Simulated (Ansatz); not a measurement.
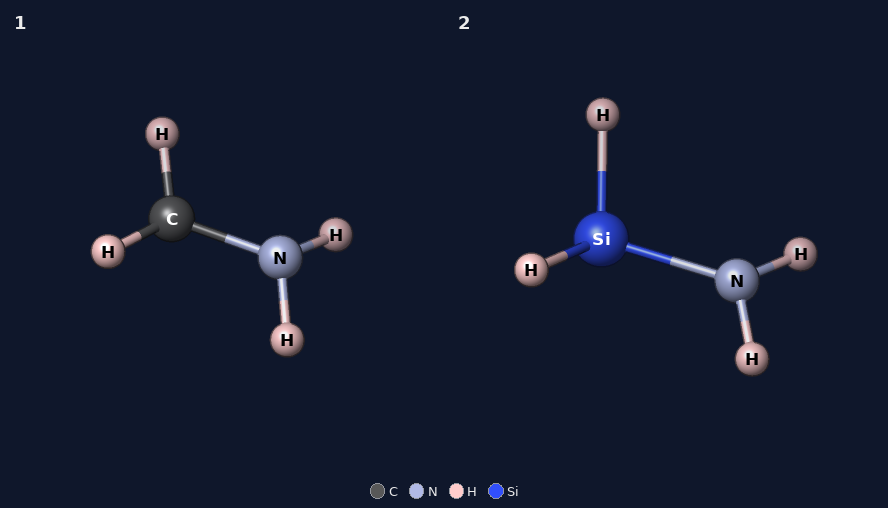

2 molecules with one skeleton, seen from the same side and at one scale. Charge 0, doublet. Computed geometries: PBE0-D4/def2-TZVP optimisations, one conformation each. Properties computed with Ansatz 0.2.0.

One atom differs, called X below: C in panel 1, Si in panel 2. Their formulas are CH4N (`[CH2]N`), H4NSi (`N[SiH2]`).

### In which is the length of X–N larger (PBE0-D4/def2-TZVP)?

In panel 2 (X = Si).

### In which is the mean length of X–H larger (PBE0-D4/def2-TZVP)?

In panel 2 (X = Si).

Give the values. With PBE0-D4/def2-TZVP: mean length of X–H (Å), length of X–N (Å), mean angle N–X–H (°), dipole moment (D), harmonic zero-point energy (kJ/mol).

```
                           quantity  1 (C)  2 (Si)   2 − 1
             mean length of X–H (Å)  1.082   1.493  +0.411
                  length of X–N (Å)  1.386   1.725  +0.339
               mean angle N–X–H (°)  116.8   107.3    −9.5
                  dipole moment (D)   1.20    1.61   +0.41
harmonic zero-point energy (kJ/mol)  131.9   107.1   −24.8
```
